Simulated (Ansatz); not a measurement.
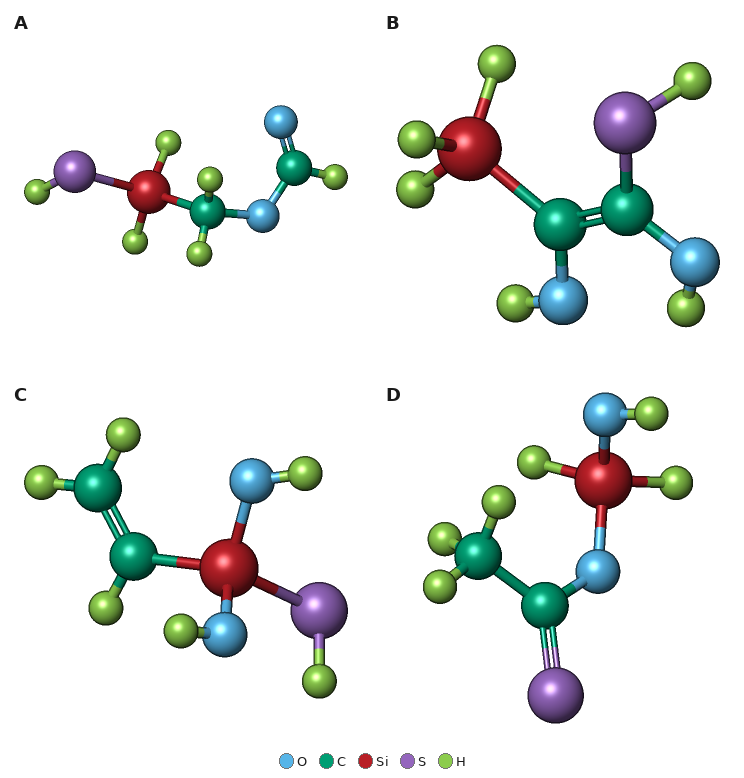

Source: calculation with Ansatz.

Question: Match each picture to its SMILES.
(1) CC(=S)O[SiH2]O
(2) C=C[Si](O)(O)S
(3) O/C([SiH3])=C(\O)S
(4) O=COC[SiH2]S

Answer: A is (4), B is (3), C is (2), D is (1).
